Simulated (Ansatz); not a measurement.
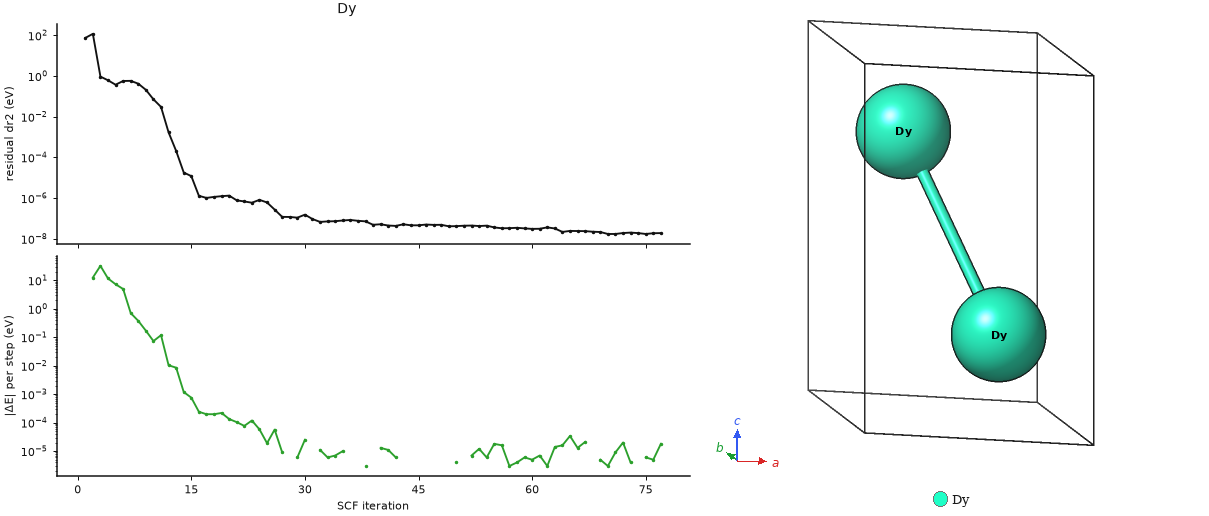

Beside the plot: the structure in its conventional cell.

The plot shows the SCF iterations of a calculation: density residual dr2, step-to-step change of the Harris–Foulkes energy. The run starts from the density of an earlier run. Energy differences below 3 × 10⁻⁶ eV aren't drawn.

- system: Dy (P6_3/mmc, 2 atoms in the cell)
- method: DFT PBE+U, spin-orbit coupling, plane waves, PAW in Ansatz 0.2.0; cutoff 420 eV, 10×10×6 k-mesh, Gaussian smearing of 0.05 eV, U = 6 eV on Dy f

### Was self-consistency reached?

It did not finish: the time limit cut it off after 77 iterations. The residual stalls around 4 × 10⁻⁸ from about step 32 on. The program keeps the magnetisation out of the quasi-Newton mixer until iteration 9 and then restarts the mixer with it.

### Read the residual at the first and at the last step drawn.

It starts near 70 and ends near 2 × 10⁻⁸ eV.
